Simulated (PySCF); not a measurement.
# NMR shielding calculation, with input and output: CH$_{8}$B$_{2}$OSi

The run: NMR shielding calculation of CH$_{8}$B$_{2}$OSi, SMILES BOBC[SiH3]. Method and program: GIAO wB97X-D/pcSseg-2 NMR shielding, non-relativistic, gas phase (PySCF 2.14.0).

The geometry comes from this level: PBE0-D3(BJ)/def2-SVP. Figures and captions count atoms from 1; the log counts them from 0 in places.

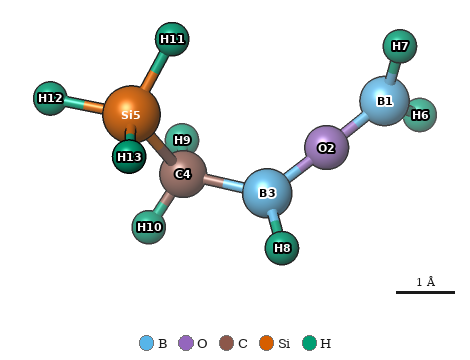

Figure 1. The input geometry (ball-and-stick view, seen at a tilt; atoms are numbered from 1 in the order of the input). Bond lengths as drawn: B–C 1.56 Å, B–H 1.21 Å, B–O 1.33 to 1.34 Å, C–H 1.10 Å, C–Si 1.89 Å and H–Si 1.49 Å.

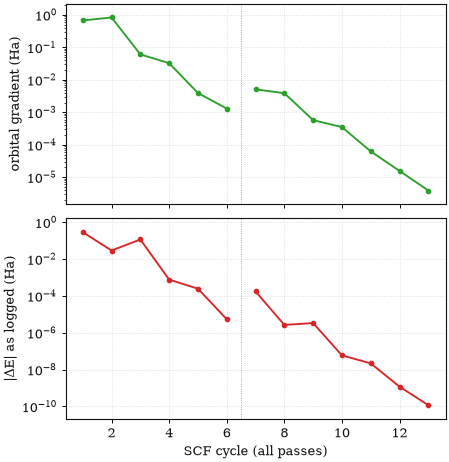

Figure 2. Convergence of the self-consistent field: orbital gradient and size of the energy change against the SCF cycle. The dotted line marks the change from a coarse to the final integration grid. The first 6 cycles use a coarse grid, the final grid takes over at cycle 7, and the field converges after 13 cycles in all.

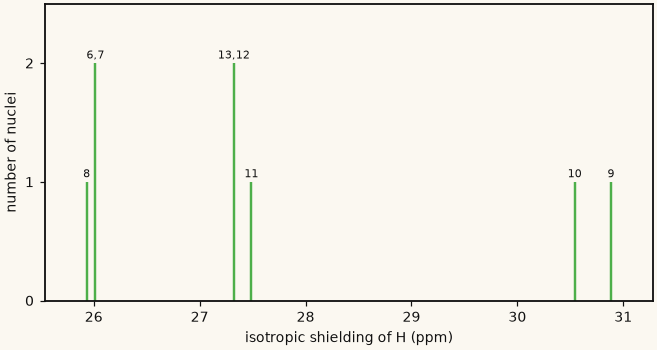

Figure 3. Isotropic shieldings of the hydrogen nuclei in this fixed geometry, labelled by atom number; shielding grows to the right, so chemical shift grows to the left. The least shielded is H8 (25.9 ppm), the most shielded H9 (30.9 ppm).

The input and output of the run follow.

The input:
```
{"job": {"kind": "nmr", "xc": "wB97X-D", "basis": "pcSseg-2", "pop": false}, "charge": 0, "multiplicity": 1}
B      2.474595     1.137933     0.647321
O      1.465434     0.269966     0.613450
B      0.434017    -0.589122     0.560309
C     -0.631521    -0.486410    -0.572721
Si    -2.092533     0.580608    -0.021772
H      3.508777     0.849385     0.087092
H      2.322332     2.185865     1.234707
H      0.355804    -1.407570     1.451720
H     -0.225328    -0.026644    -1.488928
H     -1.049296    -1.476848    -0.816303
H     -1.635933     1.972560     0.276420
H     -3.124901     0.638514    -1.101478
H     -2.724161     0.016134     1.209754
```

The first line tells a small driver script what to run in PySCF; the rest is the geometry in Å.

Launch command:
```bash
OMP_NUM_THREADS=1 python <driver script> task.json out
```

The program's output:
```
coarse grid: 10928 points
cycle   1  E = -457.3379385139  dE =  2.899e-01  |g| = 6.726e-01  |ddm| = 2.347e+00
cycle   2  E = -457.3087687980  dE =  2.917e-02  |g| = 8.306e-01  |ddm| = 5.846e-01
cycle   3  E = -457.4243731632  dE = -1.156e-01  |g| = 6.071e-02  |ddm| = 3.229e-01
cycle   4  E = -457.4251425643  dE = -7.694e-04  |g| = 3.254e-02  |ddm| = 6.369e-02
cycle   5  E = -457.4253896833  dE = -2.471e-04  |g| = 3.924e-03  |ddm| = 2.371e-02
cycle   6  E = -457.4253951044  dE = -5.421e-06  |g| = 1.304e-03  |ddm| = 6.075e-03
final grid: 99736 points
cycle   7  E = -457.4318413965  dE = -1.750e-04  |g| = 5.072e-03  |ddm| = 7.141e-02
cycle   8  E = -457.4318440575  dE = -2.661e-06  |g| = 3.888e-03  |ddm| = 7.777e-03
cycle   9  E = -457.4318474187  dE = -3.361e-06  |g| = 5.743e-04  |ddm| = 2.482e-03
cycle  10  E = -457.4318474780  dE = -5.928e-08  |g| = 3.511e-04  |ddm| = 6.853e-04
cycle  11  E = -457.4318474999  dE = -2.190e-08  |g| = 6.279e-05  |ddm| = 1.778e-04
cycle  12  E = -457.4318475011  dE = -1.189e-09  |g| = 1.569e-05  |ddm| = 8.887e-05
cycle  13  E = -457.4318475012  dE = -1.178e-10  |g| = 3.916e-06  |ddm| = 3.594e-05
converged SCF energy = -457.4318475012

GIAO shielding tensors (ppm)
atom      isotropic    diamagn.    paramagn.     s11        s22        s33       span
  0 B       57.704     195.077    -137.373     12.049     55.652    105.411     93.362
  1 O       15.229     406.429    -391.200   -123.659     48.175    121.171    244.830
  2 B       55.046     196.465    -141.418     -1.489     65.673    100.955    102.444
  3 C      176.958     248.932     -71.973    160.772    171.270    198.832     38.060
  4 Si     415.724     877.488    -461.764    389.172    404.050    453.951     64.779
  5 H       26.014      28.829      -2.815     25.317     25.899     26.825      1.508
  6 H       26.018      29.755      -3.736     25.233     25.777     27.045      1.812
  7 H       25.933      29.024      -3.091     24.237     24.632     28.930      4.693
  8 H       30.884      32.306      -1.422     27.564     28.588     36.501      8.937
  9 H       30.542      30.358       0.184     27.226     28.010     36.390      9.164
 10 H       27.489      29.469      -1.980     24.206     26.117     32.144      7.938
 11 H       27.339      28.008      -0.669     24.552     25.184     32.281      7.729
 12 H       27.308      28.446      -1.139     24.513     25.446     31.963      7.450
```

Results in brief:

- outcome: converged
- total energy: −457.431848 hartree
- HOMO: −10.34 eV
- LUMO: 1.12 eV
- dipole moment: 0.85 D
- isotropic shielding, B: 55.0 to 57.7 ppm
- isotropic shielding, O: 15.2 ppm
- isotropic shielding, C: 177.0 ppm
- isotropic shielding, Si: 415.7 ppm
- isotropic shielding, H: 25.9 to 30.9 ppm
- hardware: 1 CPU thread, shared host
- wall time: 39 s
- peak memory: 1.4 GiB
